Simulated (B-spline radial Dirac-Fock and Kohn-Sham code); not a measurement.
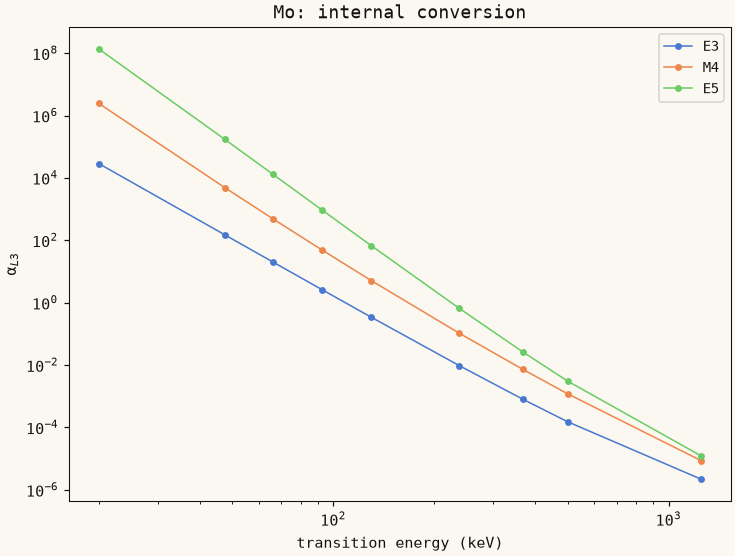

L3-subshell internal conversion coefficients against transition energy, at the marked points and joined by straight lines (also across edges). System: molybdenum (Z = 42). Method: a Dirac–Hartree–Slater potential of the neutral atom, no hole, surface-current nucleus (computed with a B-spline radial atomic code).

Above what energy does an E3 transition emit more photons than L3-subshell conversion electrons?

Answer. Between 92.7 and 130 keV, where α drops through 1.

How do the multipoles rank at 130 keV?

Answer. E5 (66.8), M4 (5.08), E3 (0.340).
